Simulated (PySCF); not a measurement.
The calculation's input:

```
{"job": {"kind": "nmr", "xc": "PBE0", "basis": "pcSseg-1"}, "charge": 0, "multiplicity": 1}
C     -1.306021     1.764779     0.148281
N     -0.273225     0.851096    -0.299839
C     -0.591851    -0.578276    -0.341057
C     -1.705747    -0.904941    -1.351171
C     -1.013617    -1.052779     1.050696
C      0.702622    -1.282431    -0.763001
Si     2.190922    -0.803308     0.332199
Si     2.167648     1.426505     0.886778
F      2.113321     2.375326    -0.425509
H     -0.906311     2.776193     0.091824
H     -1.555323     1.554060     1.186945
H     -2.225488     1.725132    -0.449768
H      0.034771     1.137264    -1.224726
H     -2.648238    -0.446141    -1.058938
H     -1.855674    -1.980621    -1.403968
H     -1.438829    -0.546899    -2.344833
H     -0.329458    -0.666338     1.801464
H     -2.022317    -0.723536     1.289673
H     -0.994254    -2.138777     1.090481
H      0.924091    -1.009732    -1.797800
H      0.547281    -2.361259    -0.757386
H      3.385603    -1.248629    -0.407957
H      2.166615    -1.653016     1.536853
H      1.154139     1.973265     1.779885
H      3.468405     1.837208     1.440010
```

Launched as:

```sh
OMP_NUM_THREADS=1 python probes_run.py task.json out
```

Geometry: GFN2-xTB.

All numbers below come from PySCF, PBE0/pcSseg-1, SCF density, gas phase, non-relativistic.

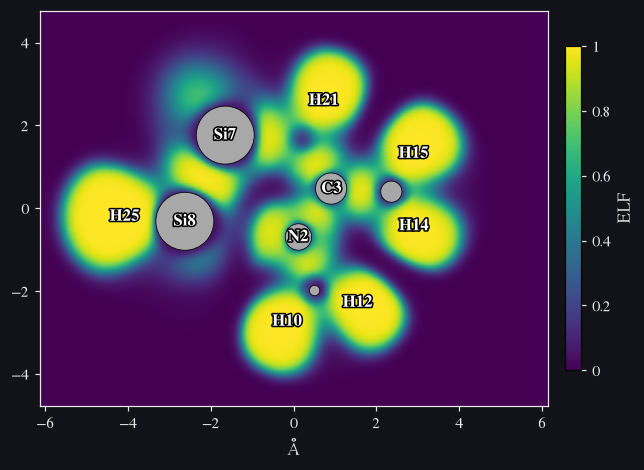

C$_{5}$H$_{16}$FNSi$_{2}$. ELF on the plane of atoms Si7, Si8 and H25. Grey discs cover the atomic cores.

**Describe what can be read from this map.**

The plane passes through N, C, Si and H nuclei. C–N (1.47 Å): the ELF peaks at about 0.95 between the atoms; a covalent bond. Si–Si (2.30 Å): the ELF peaks at about 1 between the atoms, as expected for a covalent bond.
